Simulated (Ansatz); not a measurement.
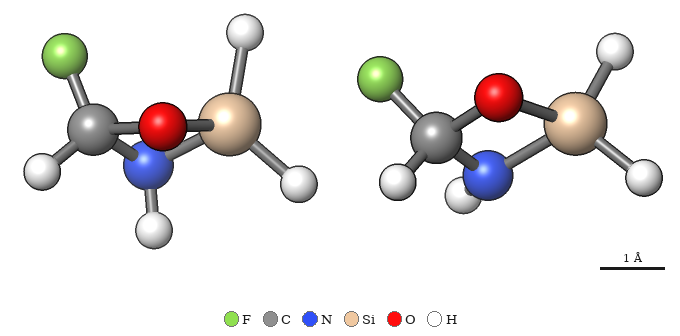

Two geometries of CH$_{4}$FNOSi (coarse preliminary run), drawn at one scale. One is the start of a relaxation, the other its converged end. The picture is a ball-and-stick view, seen face on.

Theory: RKS PBE-D4/def2-SVP (Ansatz 0.2.0). Settings: force threshold 0.03 eV/Å; at most 200 steps.

### Which geometry has the lower energy?

The right one is the relaxed one. The start comes from a force field. The atom that moves furthest after the best rigid fit is an H atom (1.17 Å). Largest moves by element: H 1.17 Å, F 0.54 Å, O 0.47 Å, N 0.19 Å, C 0.18 Å, Si 0.12 Å. Near-neighbour distances that change, for instance: N–Si 1.598 → 1.746 Å, C–F 1.307 → 1.386 Å, O–Si 1.665 → 1.723 Å, H–Si 1.556 → 1.504 Å. Among the angles between lasting bonds that change: Si–N–H 106.5° → 141.4°, H–Si–H 121.5° → 109.0°, C–N–H 111.0° → 122.1°. After 19 accepted moves (24 points after the start) the energy has fallen by 166.2 kJ/mol. The largest force component goes from 7.5 to 0.029 eV/Å. The line search rejected the trial steps at points 6, 7, 15, 18, 21 of the run. The run took 86 s on 2 threads of Arm Neoverse N1, on a shared host.
